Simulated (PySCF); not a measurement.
Input file:

```
{"job": {"kind": "sp", "xc": "wB97X", "basis": "def2-TZVP", "d3": "d3bj", "grid": 2}, "charge": 0, "multiplicity": 1}
O     -0.604437     0.164891     0.356202
O      0.432770    -0.462571    -0.380895
H     -0.833266     0.896820    -0.233141
H      1.180300    -0.355225     0.223098
```

Run with:

```sh
OMP_NUM_THREADS=1 python redox_run.py task.json out
```

Geometry: PBE0-D3(BJ)/def2-SVP.

These are results of DFT single point, gas phase, functional wB97X in PySCF 2.14.0, density-fitted response routines, not measurements.

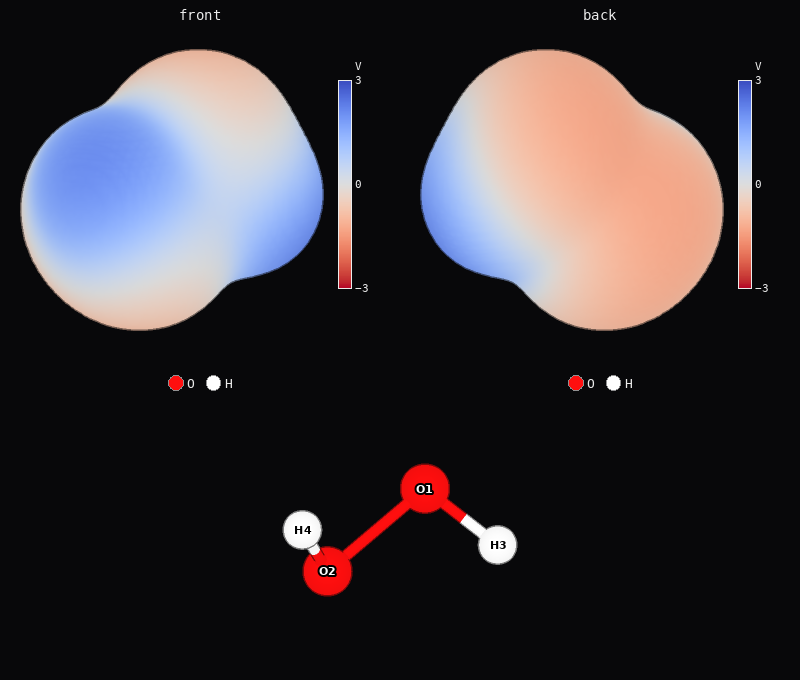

H$_{2}$O$_{2}$ (hydrogen peroxide). The molecular electrostatic potential painted on the density surface at 0.001 e/bohr³, seen from the front and from behind; red is negative and blue positive. The bare structure is drawn below in the same view.

Question: Which sites attract a positive test charge, and which a negative one?

Answer: A positive charge is drawn to the negative regions and a negative charge to the positive ones. The most negative region (about −1.3 V, or −30 kcal/mol for a unit charge) lies over O1 and O2, the most positive (about +2.0 V, or +46 kcal/mol for a unit charge) over H3 and H4.

Question: What dipole moment does the calculation give?

Answer: Its dipole moment is 1.77 D.
